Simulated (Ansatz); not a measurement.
# Exact exchange and the vertical energy of the triplet above the singlet of C2H6S2 (dimethyl disulfide)

C2H6S2: 10 atoms, total charge 0, spin state singlet. SMILES: `CSSC`. The shape is that of a PBE0-D4/def2-TZVP optimisation. This is one conformer, not always the lowest.

The vertical energy of the triplet above the singlet y, in eV, basis cc-pVDZ; a is the functional's share of exact exchange. Programs: Ansatz 0.2.0.

```
functional  program     a  y (eV)
      BLYP   Ansatz     0    4.22
       PBE   Ansatz     0    4.20
     B3LYP   Ansatz   0.2    4.39
   r2SCAN0   Ansatz  0.25    4.41
      PBE0   Ansatz  0.25       ?
     BHLYP   Ansatz   0.5    4.59
```

Task: Fit y = c + s·a to the known rows and predict PBE0.

Result: 
1. Means of the 5 rows: a = 0.1900, y = 4.362.
2. Σ(Δa)² = 0.172, Σ(Δa·Δy) = 0.1316, so the slope is 0.1316/0.172 = 0.76512.
3. Intercept: 4.362 − (0.76512) × 0.1900 = 4.217. The largest residual of the fit is 0.020.
4. PBE0: 4.217 + (0.76512) × 0.25 = 4.41 eV.

The run gave 4.38 eV, so the prediction is off by +0.03 eV, more than the largest residual.

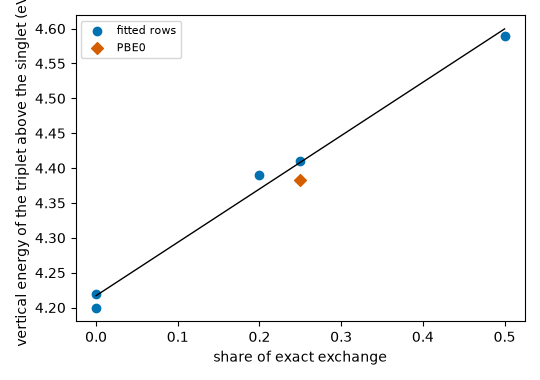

The fitted line, with the withheld row.
